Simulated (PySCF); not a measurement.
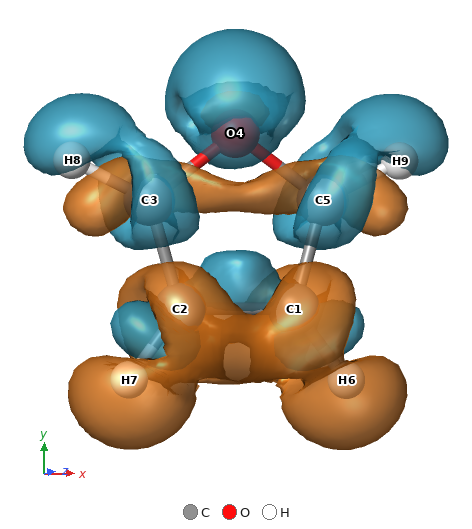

*C4H4O, SMILES `c1ccoc1`. Change of the electron density in a uniform field of 0.51 V/Å, surfaces at ±0.004 e/Å³ (light blue: gain, orange: loss).*

PySCF calculation, M06-2X/def2-TZVP, gas phase; geometry: GFN2-xTB. No frequency check shows the geometry to be a minimum. A basis without diffuse functions makes polarisabilities too small.

Along which Cartesian direction does the field point?

Along −y: electrons gather on the +y side, against the field.

What dipole is induced, and what polarisability does it imply?

The induced dipole is 1.26 D (along the field); α along this axis, from the fields in both directions, is 50 bohr³ (7.4 Å³).

Which atoms gain and lose the most charge?

Electrons gather most on O4 (Hirshfeld charge changes by −0.027 e) and leave C1 and C2 alike most (+0.021 e); 0.119 electrons are displaced in all.
